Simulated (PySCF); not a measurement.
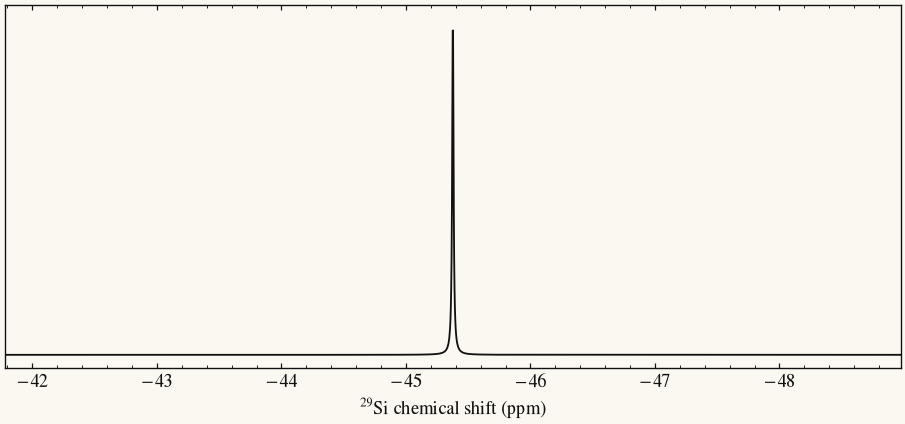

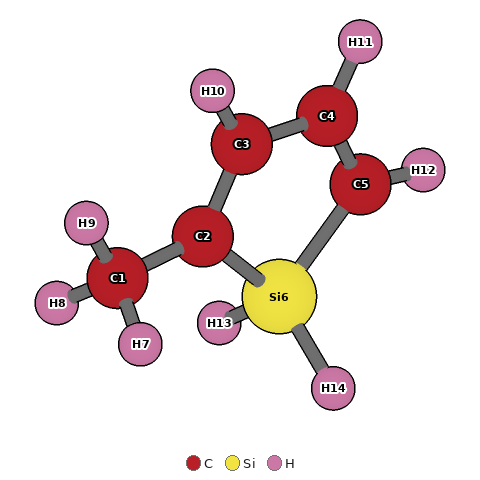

Spectrum and numbered structure of C₅H₈Si, SMILES CC1=CC=C[SiH2]1. GIAO shifts, B97-D/pcSseg-1 in PySCF 2.14.0, at a PBE0-D3(BJ)/def2-SVP geometry (no frequency check), against TMS for ²⁹Si computed at the same level. Gas phase, fully decoupled, line heights follow the number of nuclei, widths are arbitrary (no quadrupolar broadening); values of one conformer, averaged over methyl-type rotors and exact or near symmetry.

Where does the ²⁹Si line lie?

At −45.4 ppm (Si6).
